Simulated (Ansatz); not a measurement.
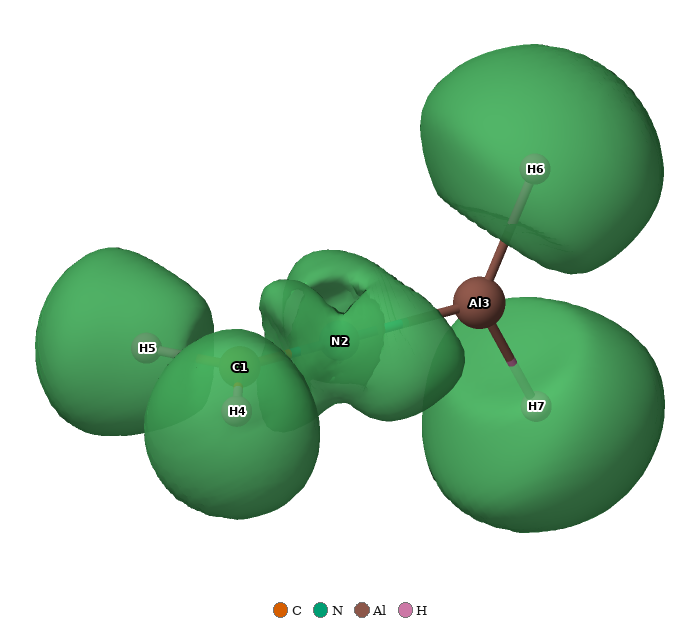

*CH4AlN. Isosurface of the electron localisation function at 0.75 (green), seen at a tilt. Core shells and regions of very low density are left out.*

Computed with Ansatz 0.2.0, RKS PBE-D4/def2-SVP.

```xyz
7

C    -1.2351   -0.1947   -0.8375
N    -0.1981   -0.0432   -0.1433
Al    1.2634    0.1766    0.8317
H    -2.0666   -0.8864   -0.5435
H    -1.4050    0.3508   -1.8017
H     1.2136    1.3158    1.9435
H     2.4888   -0.7869    0.5051
```

Question: Describe the localisation domains.

Answer: The ELF exceeds this value in four regions around hydrogen nuclei and one region on N in which the atom's valence shell and bonds are merged.

Values along the shortest contacts:
C–N (1.26 Å): the ELF peaks at about 0.90 between the atoms (a multiple bond). Al–N (1.77 Å): the ELF peaks at about 0.90 in the valence shell of N, 0.6 Å from its nucleus, and is about 0.50 at the midpoint.
